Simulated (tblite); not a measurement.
**Geometry relaxation of Si3P2H5Cl3 (part 4 of 4)**

Continued. System: Si3P2H5Cl3, SMILES Cl[Si](Cl)(Cl)[SiH]1P[SiH2]P1. Method: GFN2-xTB geometry optimisation, gas phase (tblite 0.8.0). It belongs to a series of runs on one base structure; here: C replaced by Si.

Geometry of the input (Å):
```
Cl 3.6417  -1.0063  -1.1990
Si 2.4542  0.3532  -0.2241
Cl 3.2351  2.1822  -0.6708
Cl 2.8461  0.0789  1.7661
Si 0.2588  0.1466  -0.6960
P  -0.7928  -1.6777  0.0237
Si -2.5219  -0.3057  -0.0865
P  -1.1662  1.3406  0.5256
H  -0.0662  0.3388  -2.1383
H  -0.5187  -1.5111  1.4074
H  -3.0153  -0.1453  -1.4713
H  -3.5427  -0.6112  0.9504
H  -0.8165  0.8174  1.7952
```

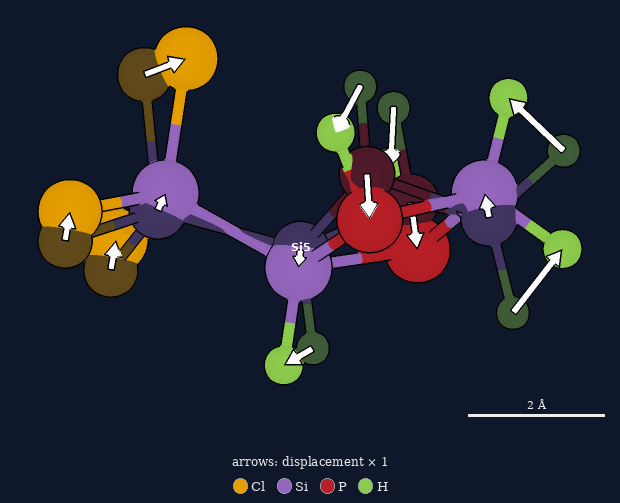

**Figure 1.** Start (faint) and end (solid) with the displacements as white arrows, at true length (ball-and-stick view, seen at a tilt). The two geometries are laid on each other by the best rigid fit. The atom that moves furthest after the best rigid fit is H11 (1.20 Å). By element the largest moves are H 1.20 Å, P 0.72 Å, Cl 0.66 Å, Si 0.37 Å. Among the contacts that change: Si2–Si5 2.255 → 2.325 Å, P6–Si7 2.210 → 2.267 Å, Si5–P8 2.225 → 2.274 Å, Si5–P6 2.225 → 2.274 Å. Among the angles that change: P6–Si5–P8 87.7° → 96.9°, H11–Si7–H12 116.5° → 112.1°, Cl1–Si2–Si5 113.8° → 111.0°. The energy falls by 0.556 eV in 81 geometry steps. The largest force component goes from 2 to 0.009 eV/Å. (Atoms are counted from 1 in the order of the input.)

### Key numbers

- outcome: converged
- total energy: −722.3004 eV
- hardware: 1 CPU thread, shared host
- wall time: 2.3 s
- peak memory: 0.18 GiB
